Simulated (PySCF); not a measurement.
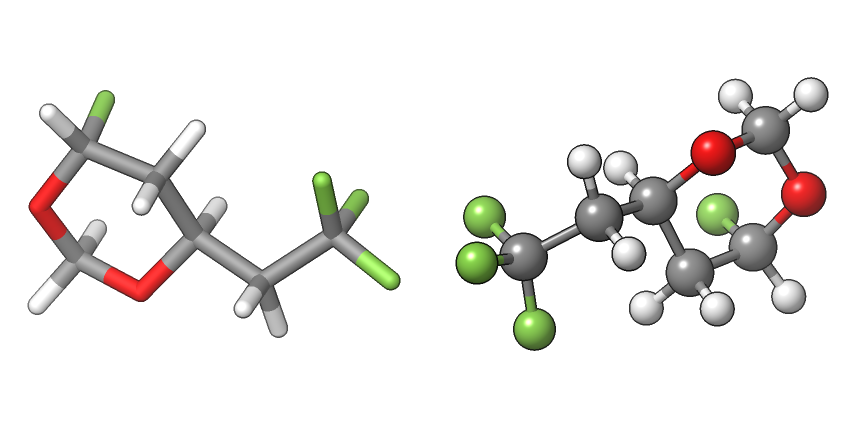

Both panels show the same species. Colours: fluorine green, carbon grey, oxygen red, hydrogen white.

The geometry was computed by an optimisation with PBE0-D3(BJ)/def2-SVP. No frequency run is at hand to confirm it as a minimum.

What does the picture show?

The molecule is C₆H₈F₄O₂. SMILES: `F[C@@H]1C[C@@H](CC(F)(F)F)OCO1`. Independent rings (smallest set): 1 of 6 members. Among its groups: ether, C–F bond. This geometry has C1 symmetry. Coordination: 6 C tetrahedral; 2 O bent.

The parts below concern this one geometry. Atoms keep their numbers from picture to picture.

**Geometry**

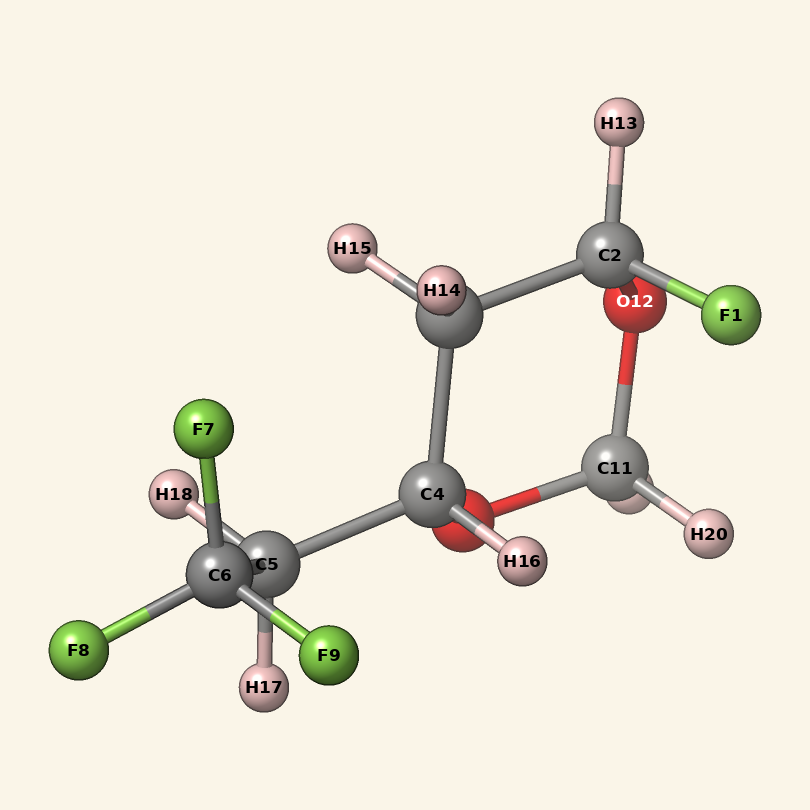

C5 lies behind C6. The molecule seen a little off the C6–C5 bond, C6 in front. Distant atoms are faded towards the background colour. No frequency run is at hand to confirm it as a minimum.

What is the torsion angle F7–C6–C5–C4? The sign is positive where the front bond must turn clockwise to cover the back bond.

66°, synclinal (gauche). The bonds about C6–C5 are staggered.

**Ring current**

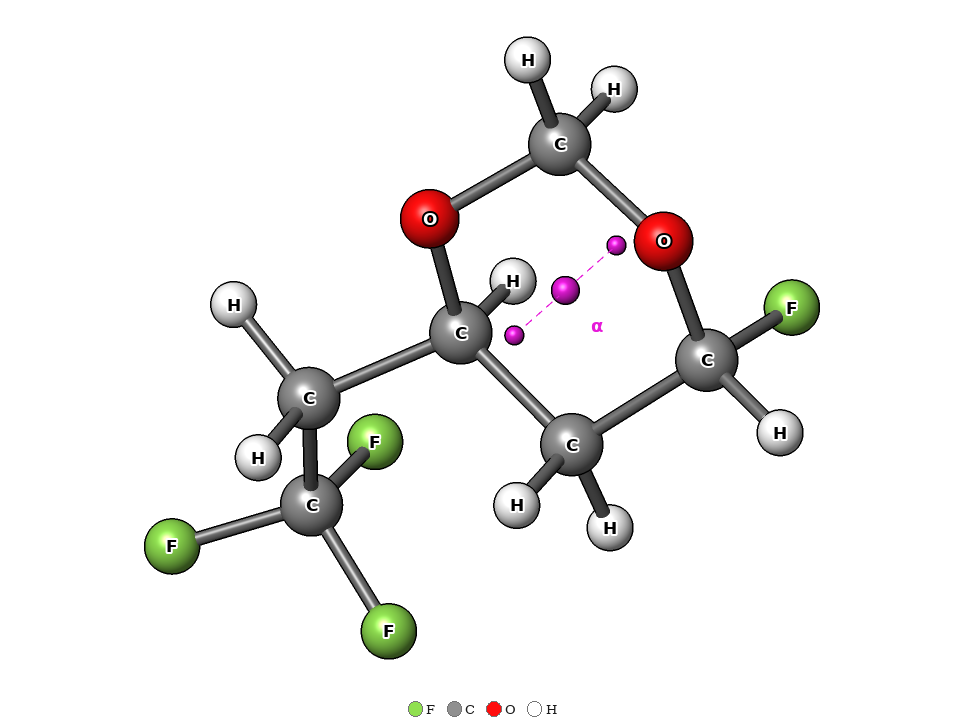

The small points mark where nucleus-independent chemical shifts (NICS) were computed: at the centre of each lettered ring and 1 Å above and below it. No frequency run is at hand to confirm it as a minimum. Properties computed with GIAO PBE0/pcSseg-1 NMR shielding, non-relativistic, IEF-PCM chloroform (PySCF 2.14.0).

Give NICS(0), NICS(1) and the out-of-plane component NICS(1)zz for each ring (means of the two sides).

```tsv
ring	members	NICS(0)	NICS(1)	NICS(1)zz
α	C4O2	−1.4	−1.0	3.7
```

Values in ppm.

What do the values say about the ring currents?

Ring α: weak, as in a non-aromatic ring. NICS is one index among several.

**Charges**

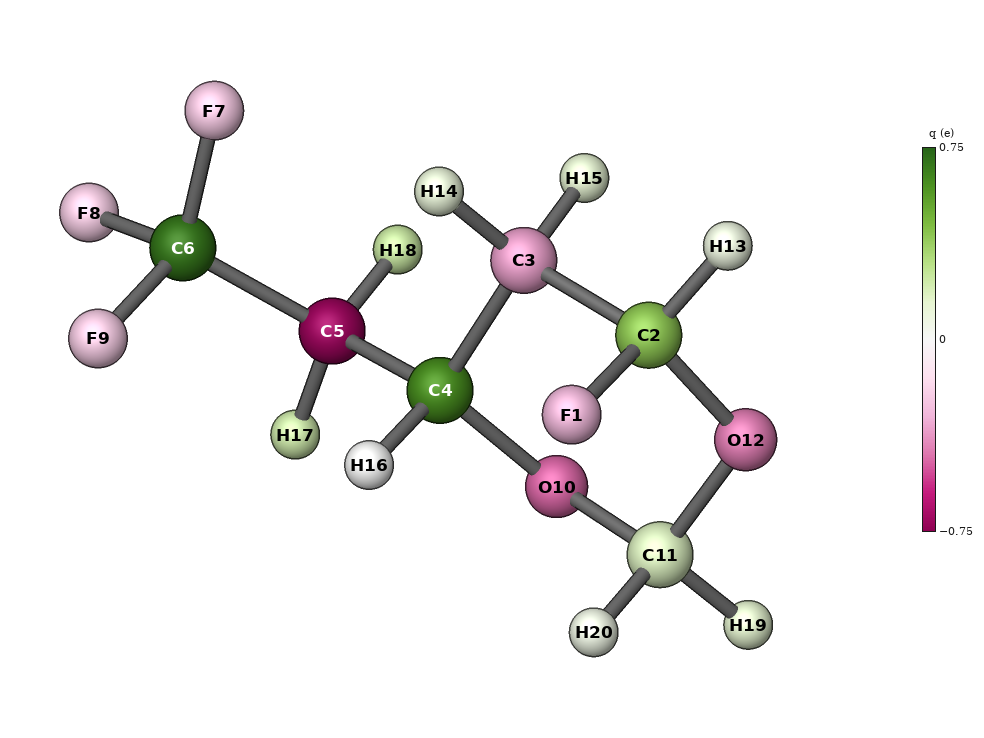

Atoms are coloured by their ESP-fitted charges. No frequency run is at hand to confirm it as a minimum. Level of theory: PBE0/pcSseg-1 in chloroform (IEF-PCM) (PySCF 2.14.0).

Give the ESP-fitted charges atom by atom.

| atom | value (e) |
| --- | --- |
| F1 | −0.28 |
| C2 | 0.41 |
| C3 | −0.35 |
| C4 | 0.62 |
| C5 | −0.71 |
| C6 | 0.69 |
| F7 | −0.22 |
| F8 | −0.21 |
| F9 | −0.22 |
| O10 | −0.47 |
| C11 | 0.18 |
| O12 | −0.43 |
| H13 | 0.09 |
| H14 | 0.11 |
| H15 | 0.13 |
| H16 | 0.01 |
| H17 | 0.22 |
| H18 | 0.24 |
| H19 | 0.15 |
| H20 | 0.07 |

**Electronic properties**

No frequency run is at hand to confirm it as a minimum. Level of theory: PBE0/pcSseg-1 in methanol (IEF-PCM) (PySCF 2.14.0).

Estimate the dipole moment.

1.41 D.

What is the HOMO–LUMO gap?

9.85 eV.

What is the HOMO energy (Kohn–Sham orbital)?

−8.04 eV.

**NMR shielding**

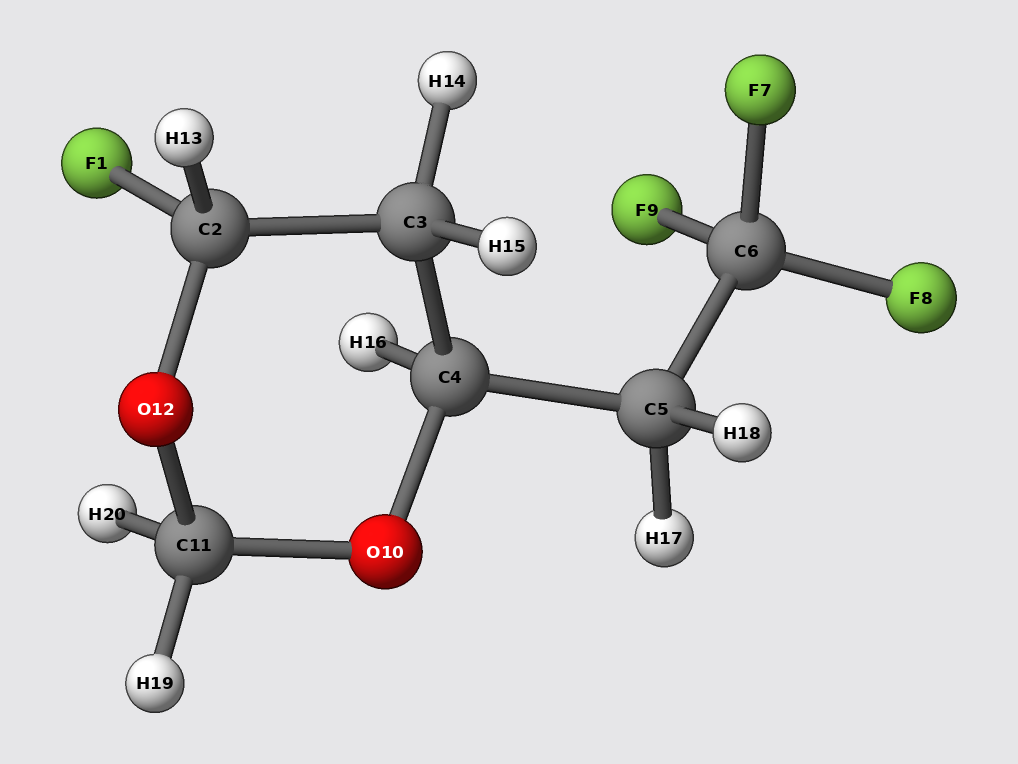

The questions are on isotropic NMR shieldings of the O atoms. No frequency run is at hand to confirm it as a minimum. Method: GIAO PBE0/pcSseg-1 NMR shielding, non-relativistic, IEF-PCM methanol (PySCF 2.14.0).

Give the isotropic NMR shieldings of the O atoms atom by atom.

| atom | σ (ppm) |
| --- | --- |
| O10 | 252.5 |
| O12 | 223.4 |
